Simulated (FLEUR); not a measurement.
# How the basis cutoff moves the magnetism of free-standing square Gd monolayer, spacing 3.42 A, part 3 of 3

Wanted: the cheapest choice of the basis cutoff that holds the magnetic results of free-standing square Gd monolayer, spacing 3.42 A.

FLEUR MaX-R8.1; PBE with U = 6.7 eV, J = 0.7 eV on Gd f; all-electron FLAPW film, Dirac cores, scalar-relativistic bands.

So far, largest spin moment in the muffin-tin sphere (μB): step 2 (rung 1 (Kmax 2.16 1/bohr), start ferro +) 7.55; step 4 (rung 2 (Kmax 2.7 1/bohr), start ferro +) 7.68; step 5 (rung 2 (Kmax 2.7 1/bohr), start antiferro q=(1/2,1/2,0) +-) 7.24; step 6 (rung 3 (Kmax 3.24 1/bohr), start ferro +) 7.68; step 7 (rung 3 (Kmax 3.24 1/bohr), start antiferro q=(1/2,1/2,0) +-) 7.24.

### 8. Rung 4 (Kmax 3.78 1/bohr), start ferro +

The k list default-1 (kpts.xml, not shown) is a Γ-centred 8×8×1 mesh.

Input file inp.xml:

```
<?xml version="1.0" encoding="UTF-8" standalone="no"?>
<fleurInput fleurInputVersion="0.39">
   <comment>
      Gd
   </comment>
   <calculationSetup>
      <cutoffs Kmax="3.78" Gmax="11.3" GmaxXC="11.3" numbands="0"/>
      <scfLoop itmax="130" minDistance="0.0001" maxIterBroyd="15" imix="Anderson" alpha="0.03" precondParam="0.0" spinf="2.0" sdNocoIR="T"/>
      <coreElectrons ctail="T" frcor="F" kcrel="0" coretail_lmax="0"/>
      <xcFunctional name="pbe" relativisticCorrections="F"/>
      <magnetism jspins="2"/>
      <soc l_soc="F" theta="0.0" phi="0.0" spav="F"/>
      <expertModes spex="0" secvar="F"/>
      <geometryOptimization l_f="F" forcealpha="1.0" forcemix="BFGS" epsdisp="0.00001" epsforce="0.00001"/>
      <ldaU l_linMix="F" mixParam="0.05" spinf="1.0"/>
   </calculationSetup>
   <cell>
      <bzIntegration valenceElectrons="18.0" mode="hist" fermiSmearingEnergy="0.00183747">
         <kPointListSelection listName="default-1"/>
         <xi:include xmlns:xi="http://www.w3.org/2001/XInclude" href="kpts.xml"> </xi:include>
      </bzIntegration>
      <xi:include xmlns:xi="http://www.w3.org/2001/XInclude" href="sym.xml"> </xi:include>
      <filmLattice scale="1.0" dVac="6.4" dTilda="8.9">
         <bravaisMatrixFilm>
            <row-1>    6.4628633461319991     0.0000000000000000</row-1>
            <row-2>    0.0000000000000000     6.4628633461319991</row-2>
         </bravaisMatrixFilm>
         <vacuumEnergyParameters vacuum="1" spinUp="-.25" spinDown="-.25"/>
      </filmLattice>
   </cell>
   <atomSpecies>
      <species name="Gadolinium7.000" element="Gd" atomicNumber="64">
         <mtSphere radius="2.8" gridPoints="925" logIncrement="0.014"/>
         <atomicCutoffs lmax="10" lnonsphr="8"/>
         <electronConfig flipSpins="F">
            <coreConfig>(1s1/2) (2s1/2) (2p1/2) (2p3/2) (3s1/2) (3p1/2) (3p3/2) (4s1/2) (3d3/2) (3d5/2) (4p1/2) (4p3/2) (4d3/2) (4d5/2)</coreConfig>
            <valenceConfig>(5s1/2) (5p1/2) (5p3/2) (6s1/2) (4f5/2) (4f7/2) (5d3/2) (5d5/2)</valenceConfig>
            <stateOccupation state="(4f5/2)" spinUp="2.5" spinDown="0.5"/>
            <stateOccupation state="(4f7/2)" spinUp="4.0" spinDown="0.0"/>
            <stateOccupation state="(5d3/2)" spinUp="0.4" spinDown="0.0"/>
            <stateOccupation state="(5d5/2)" spinUp="0.6" spinDown="0.0"/>
         </electronConfig>
         <energyParameters s="6" p="6" d="5" f="4"/>
         <ldaU l="3" U="6.7" J="0.7" l_amf="F"/>
         <lo type="SCLO" l="0" n="5" eDeriv="0"/>
         <lo type="SCLO" l="1" n="5" eDeriv="0"/>
      </species>
   </atomSpecies>
   <atomGroups>
      <atomGroup species="Gadolinium7.000">
         <filmPos label="                   1">.0000000000 .0000000000 .0000000000</filmPos>
         <force calculate="T" relaxXYZ="TTT"/>
      </atomGroup>
   </atomGroups>
   <output dos="F" band="F" slice="F">
      <bandDOS minEnergy="-.5*Htr" maxEnergy="0.5*Htr" sigma="0.015" storeEVData="T"/>
      <plotting iplot="0" polar="F">
         <plot TwoD="T" vec1="  1.0  0.0  0.0" vec2="  0.0  1.0  0.0" vec3="  0.0  0.0  1.0" zero="  0.0  0.0 -0.5" file="plot"/>
      </plotting>
      <moessbauerParams electricFieldGradient="F" isomerShift="F" coreHyperfine="F" valenceHyperfine="F"/>
   </output>
</fleurInput>
```

Input file crystal.txt:

```
Gd
&input film=T cartesian=F /
3.42000000000  0.00000000000  0.00000000000
0.00000000000  3.42000000000  0.00000000000
0.00000000000  0.00000000000  1.00000000000
1.8897261246
1.0 1.0 1.0

1
64 0.00000000000  0.00000000000  0.00000000000 : 7.000

&kpt div1=8 div2=8 div3=1 gamma=T /
```

Started as:

```
> OMP_NUM_THREADS=1 inpgen -f crystal.txt > inpgen.log  # inp.xml is then edited as shown
> OMP_NUM_THREADS=1 mpirun -n 4 fleur_MPI > fleur.log
```

The program printed:

```text
[banner, memory and clock lines left out]
Welcome to FLEUR        (www.flapw.de)
      MaX-Release 8.1          (www.max-centre.eu)

 ========== k-point set info ==========
 Selected k-point list: default-1
 k-point list type: mesh
 0 x 0 x 0
 Number of k points: 16

 [... set-up left out ...]
 Iteration:     1   Distance:      26.26951839 me/bohr^3
 Iteration:     2   Distance:      25.53533543 me/bohr^3
 Iteration:     3   Distance:       4.35519238 me/bohr^3
 Iteration:     4   Distance:       4.00603951 me/bohr^3
 Iteration:     5   Distance:       1.18520589 me/bohr^3
[...]
[... left out ...]
            <freeEnergy value="-11280.4961078523"/>
            <extrapolationTo0K value="-11280.4957357619"/>
         </totalEnergy>
         [... left out ...]
         <ldaUDensityMatrixConvergence>
            <distance spin="1" distance="0.000000"/>
            <distance spin="2" distance="0.000000"/>
         </ldaUDensityMatrixConvergence>
         <densityConvergence units="me/bohr^3">
            <chargeDensity spin="1" distance="0.0000355508"/>
            <chargeDensity spin="2" distance="0.0000538242"/>
            <overallChargeDensity distance="0.0000319250"/>
            <spinDensity distance="0.0000854552"/>
         </densityConvergence>
      </iteration>
```

Run time: 42 s. Hardware: 4 MPI ranks of Intel Xeon Platinum 8488C (Sapphire Rapids), shared host; peak memory 0.29 GiB; 2.8 min of CPU time.

Read from the output:

```yaml
free_energy: -306957.9366 eV
program_s_band_gap_on_this_mesh_in_a_metal_only_a_level_spacing: 0.04269 eV
magnetization: 8.484 μB
final_state: ferromagnetic
largest_moment: 7.678 μB
```

The largest moment is that of rung 3, at 2.0 times its CPU time.

### 9. Rung 4 (Kmax 3.78 1/bohr), start antiferro q=(1/2,1/2,0) +-

The k list default-1 (kpts.xml, not shown) is a Γ-centred 4×8×1 mesh.

inp.xml, as its differences from that of step 8:

```diff
@@ -17,3 +17,3 @@
    <cell>
-      <bzIntegration valenceElectrons="18.0" mode="hist" fermiSmearingEnergy="0.00183747">
+      <bzIntegration valenceElectrons="36.0" mode="hist" fermiSmearingEnergy="0.00183747">
          <kPointListSelection listName="default-1"/>
@@ -24,4 +24,4 @@
          <bravaisMatrixFilm>
-            <row-1>    6.4628633461319991     0.0000000000000000</row-1>
-            <row-2>    0.0000000000000000     6.4628633461319991</row-2>
+            <row-1>   12.9257266922639982     0.0000000000000000</row-1>
+            <row-2>    6.4628633461319991     6.4628633461319991</row-2>
          </bravaisMatrixFilm>
@@ -47,2 +47,18 @@
       </species>
+      <species name="Gadolinium-7.000" element="Gd" atomicNumber="64">
+         <mtSphere radius="2.8" gridPoints="925" logIncrement="0.014"/>
+         <atomicCutoffs lmax="10" lnonsphr="8"/>
+         <electronConfig flipSpins="F">
+            <coreConfig>(1s1/2) (2s1/2) (2p1/2) (2p3/2) (3s1/2) (3p1/2) (3p3/2) (4s1/2) (3d3/2) (3d5/2) (4p1/2) (4p3/2) (4d3/2) (4d5/2)</coreConfig>
+            <valenceConfig>(5s1/2) (5p1/2) (5p3/2) (6s1/2) (4f5/2) (4f7/2) (5d3/2) (5d5/2)</valenceConfig>
+            <stateOccupation state="(4f5/2)" spinUp="0.5" spinDown="2.5"/>
+            <stateOccupation state="(4f7/2)" spinUp="0.0" spinDown="4.0"/>
+            <stateOccupation state="(5d3/2)" spinUp="0.0" spinDown="0.4"/>
+            <stateOccupation state="(5d5/2)" spinUp="0.0" spinDown="0.6"/>
+         </electronConfig>
+         <energyParameters s="6" p="6" d="5" f="4"/>
+         <ldaU l="3" U="6.7" J="0.7" l_amf="F"/>
+         <lo type="SCLO" l="0" n="5" eDeriv="0"/>
+         <lo type="SCLO" l="1" n="5" eDeriv="0"/>
+      </species>
    </atomSpecies>
@@ -51,2 +67,6 @@
          <filmPos label="                   1">.0000000000 .0000000000 .0000000000</filmPos>
+         <force calculate="T" relaxXYZ="TTT"/>
+      </atomGroup>
+      <atomGroup species="Gadolinium-7.000">
+         <filmPos label="                   2">1.000/2.000 .0000000000 .0000000000</filmPos>
          <force calculate="T" relaxXYZ="TTT"/>
```

Input file crystal.txt:

```
Gd
&input film=T cartesian=F /
6.84000000000  0.00000000000  0.00000000000
3.42000000000  3.42000000000  0.00000000000
0.00000000000  0.00000000000  1.00000000000
1.8897261246
1.0 1.0 1.0

2
64 0.00000000000  0.00000000000  0.00000000000 : 7.000
64 0.50000000000  0.00000000000  0.00000000000 : -7.000

&kpt div1=4 div2=8 div3=1 gamma=T /
```

The program printed:

```text
[banner, memory and clock lines left out]
Welcome to FLEUR        (www.flapw.de)
      MaX-Release 8.1          (www.max-centre.eu)

 ========== k-point set info ==========
 Selected k-point list: default-1
 k-point list type: mesh
 0 x 0 x 0
 Number of k points: 16

 [... set-up left out ...]
 Iteration:     1   Distance:      25.83351380 me/bohr^3
 Iteration:     2   Distance:      25.09229824 me/bohr^3
 Iteration:     3   Distance:       5.48771808 me/bohr^3
 Iteration:     4   Distance:       5.84378076 me/bohr^3
 Iteration:     5   Distance:       2.12899831 me/bohr^3
[...]
[... left out ...]
            <freeEnergy value="-22560.9781765137"/>
            <extrapolationTo0K value="-22560.9771741118"/>
         </totalEnergy>
         [... left out ...]
         <ldaUDensityMatrixConvergence>
            <distance spin="1" distance="0.000000"/>
            <distance spin="2" distance="0.000000"/>
         </ldaUDensityMatrixConvergence>
         <densityConvergence units="me/bohr^3">
            <chargeDensity spin="1" distance="0.0000521844"/>
            <chargeDensity spin="2" distance="0.0000521843"/>
            <overallChargeDensity distance="0.0000720037"/>
            <spinDensity distance="0.0000755532"/>
         </densityConvergence>
      </iteration>
```

It took 57 s on 4 MPI ranks; peak memory 0.53 GiB; 3.8 min of CPU time.

Numbers from this step:

```
free energy                                                       : -613915.4912 eV
program's band gap on this mesh (in a metal only a level spacing) : 0 eV
magnetization                                                     : 0 μB
final state                                                       : antiferromagnetic
largest moment                                                    : 7.243 μB
```

This start lies +191.0 meV a seeded atom from the first, a change of +1.0 meV since rung 3; its largest moment is 7.24 μB.

### 10. Rung 5 (Kmax 4.32 1/bohr), start ferro +

The k list default-1 (kpts.xml, not shown) is a Γ-centred 8×8×1 mesh.

inp.xml, as its differences from that of step 9:

```diff
@@ -6,3 +6,3 @@
    <calculationSetup>
-      <cutoffs Kmax="3.78" Gmax="11.3" GmaxXC="11.3" numbands="0"/>
+      <cutoffs Kmax="4.32" Gmax="13.0" GmaxXC="13.0" numbands="0"/>
       <scfLoop itmax="130" minDistance="0.0001" maxIterBroyd="15" imix="Anderson" alpha="0.03" precondParam="0.0" spinf="2.0" sdNocoIR="T"/>
@@ -17,3 +17,3 @@
    <cell>
-      <bzIntegration valenceElectrons="36.0" mode="hist" fermiSmearingEnergy="0.00183747">
+      <bzIntegration valenceElectrons="18.0" mode="hist" fermiSmearingEnergy="0.00183747">
          <kPointListSelection listName="default-1"/>
@@ -24,4 +24,4 @@
          <bravaisMatrixFilm>
-            <row-1>   12.9257266922639982     0.0000000000000000</row-1>
-            <row-2>    6.4628633461319991     6.4628633461319991</row-2>
+            <row-1>    6.4628633461319991     0.0000000000000000</row-1>
+            <row-2>    0.0000000000000000     6.4628633461319991</row-2>
          </bravaisMatrixFilm>
@@ -47,18 +47,2 @@
       </species>
-      <species name="Gadolinium-7.000" element="Gd" atomicNumber="64">
-         <mtSphere radius="2.8" gridPoints="925" logIncrement="0.014"/>
-         <atomicCutoffs lmax="10" lnonsphr="8"/>
-         <electronConfig flipSpins="F">
-            <coreConfig>(1s1/2) (2s1/2) (2p1/2) (2p3/2) (3s1/2) (3p1/2) (3p3/2) (4s1/2) (3d3/2) (3d5/2) (4p1/2) (4p3/2) (4d3/2) (4d5/2)</coreConfig>
-            <valenceConfig>(5s1/2) (5p1/2) (5p3/2) (6s1/2) (4f5/2) (4f7/2) (5d3/2) (5d5/2)</valenceConfig>
-            <stateOccupation state="(4f5/2)" spinUp="0.5" spinDown="2.5"/>
-            <stateOccupation state="(4f7/2)" spinUp="0.0" spinDown="4.0"/>
-            <stateOccupation state="(5d3/2)" spinUp="0.0" spinDown="0.4"/>
-            <stateOccupation state="(5d5/2)" spinUp="0.0" spinDown="0.6"/>
-         </electronConfig>
-         <energyParameters s="6" p="6" d="5" f="4"/>
-         <ldaU l="3" U="6.7" J="0.7" l_amf="F"/>
-         <lo type="SCLO" l="0" n="5" eDeriv="0"/>
-         <lo type="SCLO" l="1" n="5" eDeriv="0"/>
-      </species>
    </atomSpecies>
@@ -67,6 +51,2 @@
          <filmPos label="                   1">.0000000000 .0000000000 .0000000000</filmPos>
-         <force calculate="T" relaxXYZ="TTT"/>
-      </atomGroup>
-      <atomGroup species="Gadolinium-7.000">
-         <filmPos label="                   2">1.000/2.000 .0000000000 .0000000000</filmPos>
          <force calculate="T" relaxXYZ="TTT"/>
```

Input file crystal.txt:

```
Gd
&input film=T cartesian=F /
3.42000000000  0.00000000000  0.00000000000
0.00000000000  3.42000000000  0.00000000000
0.00000000000  0.00000000000  1.00000000000
1.8897261246
1.0 1.0 1.0

1
64 0.00000000000  0.00000000000  0.00000000000 : 7.000

&kpt div1=8 div2=8 div3=1 gamma=T /
```

The program printed:

```text
[banner, memory and clock lines left out]
Welcome to FLEUR        (www.flapw.de)
      MaX-Release 8.1          (www.max-centre.eu)

 ========== k-point set info ==========
 Selected k-point list: default-1
 k-point list type: mesh
 0 x 0 x 0
 Number of k points: 16

 [... set-up left out ...]
 Iteration:     1   Distance:      26.34928020 me/bohr^3
 Iteration:     2   Distance:      25.61000717 me/bohr^3
 Iteration:     3   Distance:       4.33141799 me/bohr^3
 Iteration:     4   Distance:       3.98433731 me/bohr^3
 Iteration:     5   Distance:       1.20699718 me/bohr^3
[...]
[... left out ...]
            <freeEnergy value="-11280.4963863863"/>
            <extrapolationTo0K value="-11280.4960197725"/>
         </totalEnergy>
         [... left out ...]
         <ldaUDensityMatrixConvergence>
            <distance spin="1" distance="0.000000"/>
            <distance spin="2" distance="0.000000"/>
         </ldaUDensityMatrixConvergence>
         <densityConvergence units="me/bohr^3">
            <chargeDensity spin="1" distance="0.0000238587"/>
            <chargeDensity spin="2" distance="0.0000347765"/>
            <overallChargeDensity distance="0.0000198348"/>
            <spinDensity distance="0.0000562483"/>
         </densityConvergence>
      </iteration>
```

Wall time 36 s (4 MPI ranks); peak memory 0.33 GiB.

Read from the output:

- free energy: -306957.9442 eV
- program's band gap on this mesh (in a metal only a level spacing): 0.05434 eV
- magnetization: 8.499 μB
- final state: ferromagnetic
- largest moment: 7.680 μB

The largest moment is that of rung 4, at 0.85 times its CPU time.

### 11. Rung 5 (Kmax 4.32 1/bohr), start antiferro q=(1/2,1/2,0) +-

The k list default-1 (kpts.xml, not shown) is a Γ-centred 4×8×1 mesh.

inp.xml, as its differences from that of step 10:

```diff
@@ -17,3 +17,3 @@
    <cell>
-      <bzIntegration valenceElectrons="18.0" mode="hist" fermiSmearingEnergy="0.00183747">
+      <bzIntegration valenceElectrons="36.0" mode="hist" fermiSmearingEnergy="0.00183747">
          <kPointListSelection listName="default-1"/>
@@ -24,4 +24,4 @@
          <bravaisMatrixFilm>
-            <row-1>    6.4628633461319991     0.0000000000000000</row-1>
-            <row-2>    0.0000000000000000     6.4628633461319991</row-2>
+            <row-1>   12.9257266922639982     0.0000000000000000</row-1>
+            <row-2>    6.4628633461319991     6.4628633461319991</row-2>
          </bravaisMatrixFilm>
@@ -47,2 +47,18 @@
       </species>
+      <species name="Gadolinium-7.000" element="Gd" atomicNumber="64">
+         <mtSphere radius="2.8" gridPoints="925" logIncrement="0.014"/>
+         <atomicCutoffs lmax="10" lnonsphr="8"/>
+         <electronConfig flipSpins="F">
+            <coreConfig>(1s1/2) (2s1/2) (2p1/2) (2p3/2) (3s1/2) (3p1/2) (3p3/2) (4s1/2) (3d3/2) (3d5/2) (4p1/2) (4p3/2) (4d3/2) (4d5/2)</coreConfig>
+            <valenceConfig>(5s1/2) (5p1/2) (5p3/2) (6s1/2) (4f5/2) (4f7/2) (5d3/2) (5d5/2)</valenceConfig>
+            <stateOccupation state="(4f5/2)" spinUp="0.5" spinDown="2.5"/>
+            <stateOccupation state="(4f7/2)" spinUp="0.0" spinDown="4.0"/>
+            <stateOccupation state="(5d3/2)" spinUp="0.0" spinDown="0.4"/>
+            <stateOccupation state="(5d5/2)" spinUp="0.0" spinDown="0.6"/>
+         </electronConfig>
+         <energyParameters s="6" p="6" d="5" f="4"/>
+         <ldaU l="3" U="6.7" J="0.7" l_amf="F"/>
+         <lo type="SCLO" l="0" n="5" eDeriv="0"/>
+         <lo type="SCLO" l="1" n="5" eDeriv="0"/>
+      </species>
    </atomSpecies>
@@ -51,2 +67,6 @@
          <filmPos label="                   1">.0000000000 .0000000000 .0000000000</filmPos>
+         <force calculate="T" relaxXYZ="TTT"/>
+      </atomGroup>
+      <atomGroup species="Gadolinium-7.000">
+         <filmPos label="                   2">1.000/2.000 .0000000000 .0000000000</filmPos>
          <force calculate="T" relaxXYZ="TTT"/>
```

Input file crystal.txt:

```
Gd
&input film=T cartesian=F /
6.84000000000  0.00000000000  0.00000000000
3.42000000000  3.42000000000  0.00000000000
0.00000000000  0.00000000000  1.00000000000
1.8897261246
1.0 1.0 1.0

2
64 0.00000000000  0.00000000000  0.00000000000 : 7.000
64 0.50000000000  0.00000000000  0.00000000000 : -7.000

&kpt div1=4 div2=8 div3=1 gamma=T /
```

The program printed:

```text
[banner, memory and clock lines left out]
Welcome to FLEUR        (www.flapw.de)
      MaX-Release 8.1          (www.max-centre.eu)

 ========== k-point set info ==========
 Selected k-point list: default-1
 k-point list type: mesh
 0 x 0 x 0
 Number of k points: 16

 [... set-up left out ...]
 Iteration:     1   Distance:      25.91259487 me/bohr^3
 Iteration:     2   Distance:      25.16641192 me/bohr^3
 Iteration:     3   Distance:       5.48074649 me/bohr^3
 Iteration:     4   Distance:       5.82828396 me/bohr^3
 Iteration:     5   Distance:       2.06509089 me/bohr^3
[...]
[... left out ...]
            <freeEnergy value="-22560.9787239109"/>
            <extrapolationTo0K value="-22560.9777195925"/>
         </totalEnergy>
         [... left out ...]
         <ldaUDensityMatrixConvergence>
            <distance spin="1" distance="0.000000"/>
            <distance spin="2" distance="0.000000"/>
         </ldaUDensityMatrixConvergence>
         <densityConvergence units="me/bohr^3">
            <chargeDensity spin="1" distance="0.0000494016"/>
            <chargeDensity spin="2" distance="0.0000488494"/>
            <overallChargeDensity distance="0.0000649473"/>
            <spinDensity distance="0.0000737253"/>
         </densityConvergence>
      </iteration>
```

It took 95 s on 4 MPI ranks; peak memory 0.68 GiB; 6.3 min of CPU time.

Numbers from this step:

* free energy: -613915.5061 eV
* program's band gap on this mesh (in a metal only a level spacing): 8.10e-9 eV
* magnetization: 0 μB
* final state: antiferromagnetic
* largest moment: 7.243 μB

This start lies +191.1 meV a seeded atom from the first, a change of +0.1 meV since rung 4; its largest moment is 7.24 μB.

### 12. Side by side

Ladder, by row:

| rung | Kmax (1/bohr) | state from the first start | state from the second start | second less first (meV a seeded atom) | moment, first (μB) | moment, second (μB) | CPU time (s), all starts |
| --- | --- | --- | --- | --- | --- | --- | --- |
| 1 | 2.16 | ferromagnetic | antiferromagnetic | 264.3 | 7.555 | 7.075 | 217.3 |
| 2 | 2.7 | ferromagnetic | antiferromagnetic | 174 | 7.684 | 7.241 | 173.4 |
| 3 | 3.24 | ferromagnetic | antiferromagnetic | 190 | 7.681 | 7.245 | 314.5 |
| 4 | 3.78 | ferromagnetic | antiferromagnetic | 191 | 7.678 | 7.243 | 392.1 |
| 5 | 4.32 | ferromagnetic | antiferromagnetic | 191.1 | 7.68 | 7.243 | 522.2 |

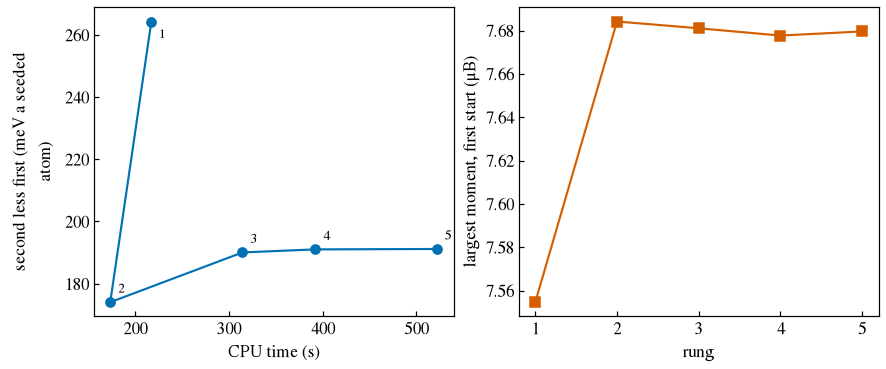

Result against cost, rungs numbered as in the table, and the moment by rung.

### 13. Outcome

```json
{
 "range of the moment in the table, first start": "7.55 to 7.68 μB",
 "range of CPU time": "2.9 min to 8.7 min",
 "range of the energy difference": "174 to 264 meV a seeded atom",
 "first rung from which all stay within 9.6 meV of the last, moments within 0.06 μB": "3"
}
```

What this shows: From rung 3 on the result stays within 1.1 meV of the last rung, inside the margin of 9.6 meV (5 % of the last value, 2 meV at least; moments within 0.06 μB), at 60 % of the last rung's cost. The first start ends lower on every rung, so the sign of the difference is steady; whether functional and cell give the true order is another matter. Differences are of free energies, so a wide smearing enters them. The f shell is half filled, so the spin-only picture is fair.

[Logs and program files are shortened in this print: banners, set-up blocks, solver, clock and traceback lines can be left out without a mark of their own.]

[Logs are printed without paths, hosts, clocks, repeated set-up lines and the standing remarks that a program may print on its own settings, such as how far it seeks lower states.]

[Hosts, paths, dates, database ids (printed as entryN), source tags and the programs' standing remarks are cut or masked in the printed files.]

[Where a cell is said to come from a database of computed structures, the database is the Materials Project.]
